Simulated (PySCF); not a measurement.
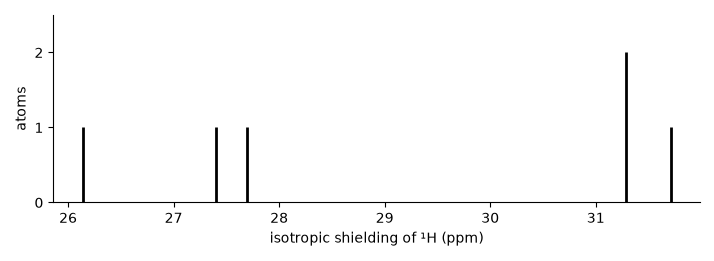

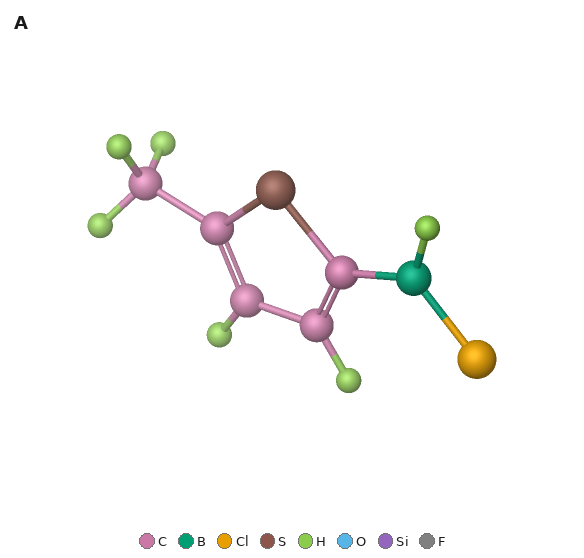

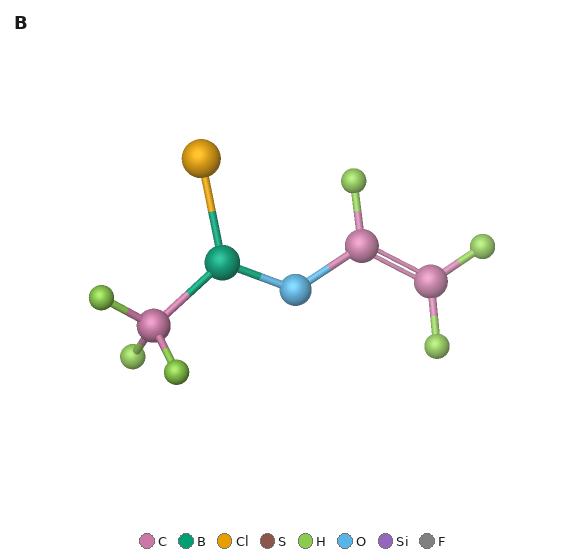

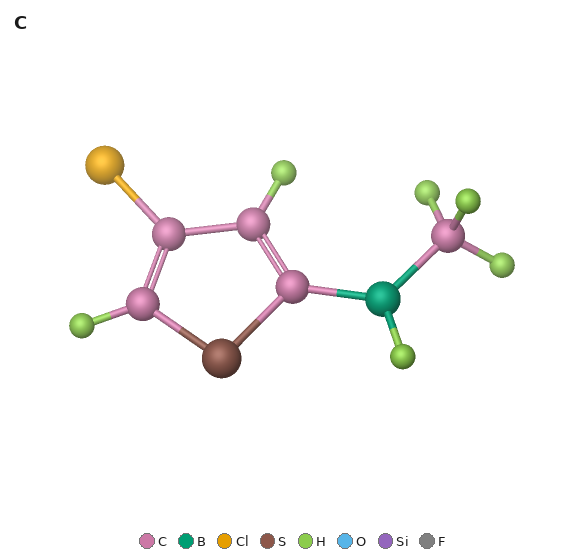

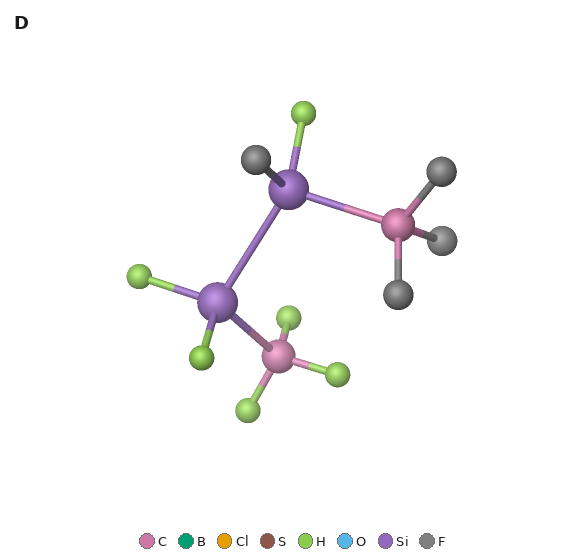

The sticks are computed shieldings of one of the molecules, for one fixed geometry (GFN2-xTB) without averaging over rotations. Low shielding means a high chemical shift. Method: GIAO PBE0/pcSseg-1 NMR shielding, non-relativistic, gas phase (PySCF 2.14.0).

Match the spectrum to a structure.

Answer. D, `C[SiH2][Si@@H](F)C(F)(F)F`. Its 6 H atoms give lines at 26.14, 27.41, 27.69, 31.29 (2 atoms), 31.71 ppm.

The geometry is semi-empirical. Around B, Si such bond lengths and angles can be off by a tenth of an ångström or more and by several degrees, and values that hang on the shape move with them.
